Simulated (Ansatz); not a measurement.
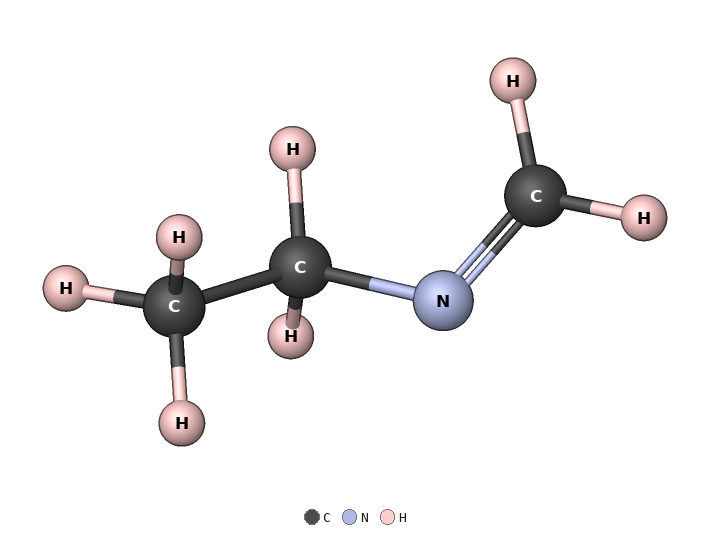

Harmonic vibrations computed with RKS PBE0-D4/def2-TZVP (Ansatz 0.2.0) at a stationary point of the same level.

### Is this a minimum or a saddle point?

A minimum: no imaginary frequency, and the lowest mode lies at 114 cm⁻¹.

### How many vibrational modes are there, and where do they lie?

27 modes: 114, 237, 369, 487, 731, 818, 881, 1065, 1070, 1116, 1150, 1237, 1294, 1369, 1401, 1477, 1481, 1487, 1504, 1762, 2971, 3000, 3055, 3063, 3132, 3140, 3148 cm⁻¹.
